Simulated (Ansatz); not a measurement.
# GaGeH₃Zn: what the fields show

Input file:

```
crystal:
  periodic: [false, false, false]
  atoms:
    - {symbol: Ga, position_ang: [-2.149158, 0.091749, 0.118530]}
    - {symbol: Ge, position_ang: [-0.561254, 1.408647, -0.881412]}
    - {symbol: Zn, position_ang: [-0.146953, -0.879912, -1.660511]}
    - {symbol: H, position_ang: [0.391186, -2.189600, -2.306066]}
    - {symbol: H, position_ang: [-3.480913, -0.662288, 0.476478]}
    - {symbol: H, position_ang: [-2.083155, 1.111012, -1.563488]}
basis:
  gaussian:
    orbitals: def2-TZVPD
total_charge: 0
magnetization:
  spin_polarized: false
  initial_magnetization: 0
hamiltonian:
  xc: pbe0
output:
  forces: true
  orbitals: {seedname: orbitals}
```

Run with:

```sh
ansatz run input.yaml --threads 2 --pin off --max-ram 4350MiB --events-out events.jsonl --progress --plain --runs-dir runs
```

Geometry: r2SCAN-D4/def2-SVP.

Method: isolated molecule in a Gaussian basis; Kohn-Sham density functional theory, functional PBE0 in Ansatz.

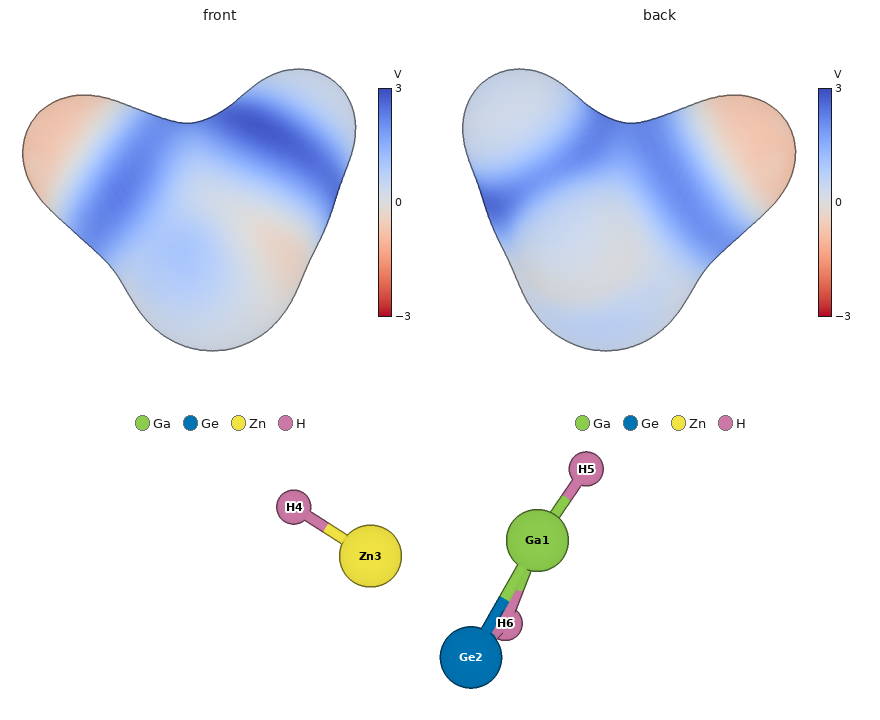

Figure 1. The molecular electrostatic potential painted on the density surface at 0.004 e/bohr³, seen from the front and from behind; the colour scale runs from red (negative) to blue (positive). The bare structure is drawn below in the same view.

Which sites attract a positive test charge, and which a negative one?

Answer. A positive charge is drawn to the negative regions and a negative charge to the positive ones. The most negative region (about −0.7 V) lies over H4, the most positive (about +2.7 V) over Ga1.

How polar is the molecule by this calculation?

Answer. Its dipole moment is 1.34 D.

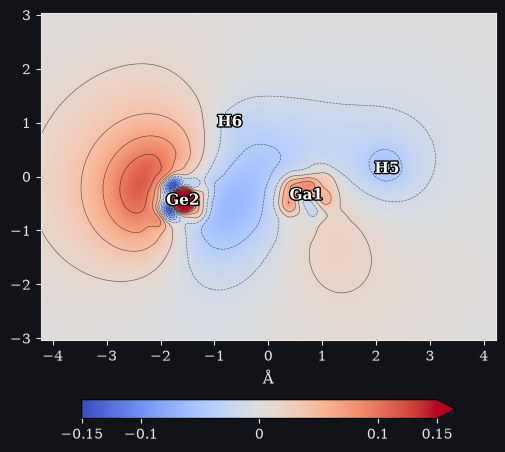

Figure 2. One frontier orbital on the plane of atoms H5, Ga1 and H6 (values in Å⁻³ᐟ²; the overall sign is arbitrary).

Which orbital is it: HOMO or LUMO?

Answer. The LUMO, at −2.09 eV. Its weight (Hirshfeld) is mainly on Ga1 (about 40 %), Zn3 (about 30 %) and Ge2 (about 25 %).

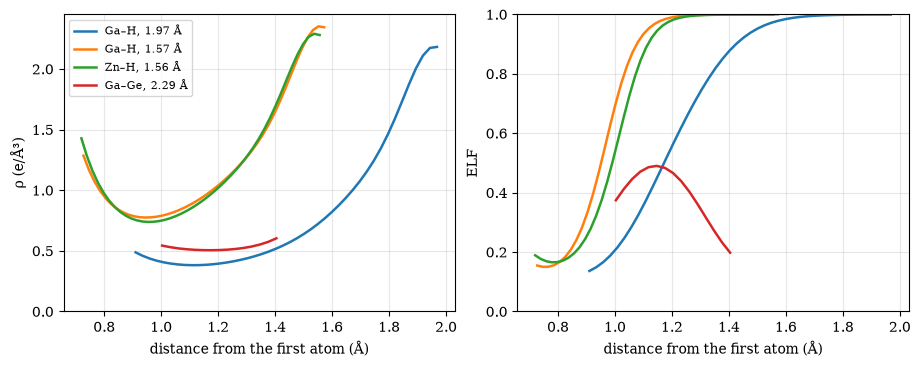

Figure 3. Electron density and ELF along straight lines between neighbouring atoms. The curves leave out the atomic cores.

What can be read from the curves?

Answer. Ga1···H6 (1.97 Å): the density falls to about 0.38 e/Å³ on the way; the ELF climbs to about 1 towards the hydrogen.
Ga–H (1.57 Å): the density is about 0.99 e/Å³ at the midpoint; the ELF climbs to about 1 towards the hydrogen.
Zn–H (1.56 Å): ρ is about 1.1 e/Å³ halfway; the ELF climbs to about 1 towards the hydrogen.
Ga–Ge (2.29 Å): ρ is about 0.51 e/Å³ halfway; the ELF is about 0.50 at the midpoint.
